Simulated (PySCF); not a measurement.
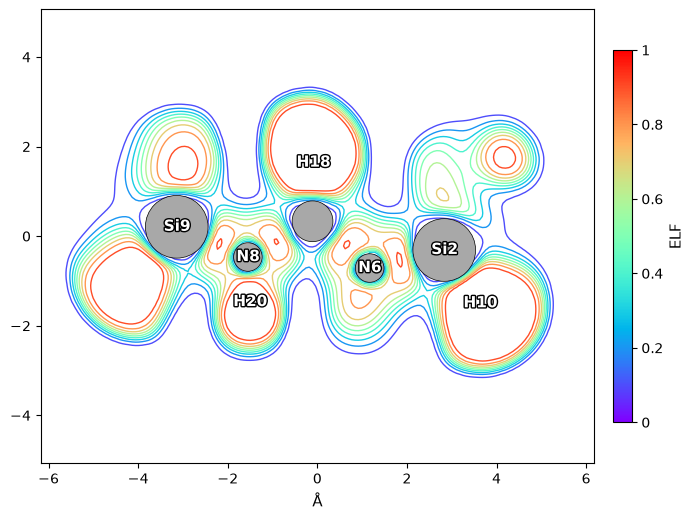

The picture shows: FH$_{14}$N$_{3}$Si$_{5}$. Electron localisation function on the plane of atoms Si9, N8 and H20. Grey discs cover the atomic cores.

Geometry: GFN2-xTB.

These are results of PBE0/6-31G*, SCF density, gas phase, non-relativistic in PySCF 2.14.0, not measurements.

Input file:

```
{"job": {"xc": "PBE0", "basis": "6-31G*", "kind": "nmr", "pop": true}, "charge": 0, "multiplicity": 1}
F     -1.043355    -2.037626     2.819600
Si    -1.506900    -0.772171     1.937851
N     -2.281561    -1.443723     0.559512
Si    -2.334062    -0.962686    -1.113124
Si    -1.757339     1.252888    -1.342553
N     -0.104135     0.126829     1.537952
Si     1.310109    -0.531661     0.793183
N      2.252895     0.853631     0.370510
Si     3.655566     0.858626    -0.635718
H     -2.375317     0.023457     2.787890
H     -2.722508    -2.330521     0.746395
H     -3.714822    -1.284010    -1.526579
H     -1.475657    -1.889397    -1.878748
H     -2.429209     1.840078    -2.512907
H     -0.325896     1.492565    -1.549679
H     -2.162161     2.105911    -0.213367
H     -0.227939     1.120938     1.468497
H      1.031397    -1.242876    -0.457441
H      1.969699    -1.410694     1.764012
H      2.168014     1.637865     0.995613
H      4.748354     0.073554    -0.050211
H      3.273978     0.281687    -1.922789
H      4.046097     2.264320    -0.758177
```

Run with:

```sh
OMP_NUM_THREADS=1 python ens_run.py task.json out
```

Question: What do the fields say about this system?

Answer:
- Atoms in the plane: Si, N and H.
- Si–N (1.71 Å): the ELF peaks at about 0.90 between the atoms; a shared but strongly polarised pair.
- N–H (1.01 Å): the ELF climbs to about 1 towards the hydrogen, as it does in any bond to H (a covalent bond by its length).
- Si–H (1.45 Å): the ELF climbs to about 1 towards the hydrogen.
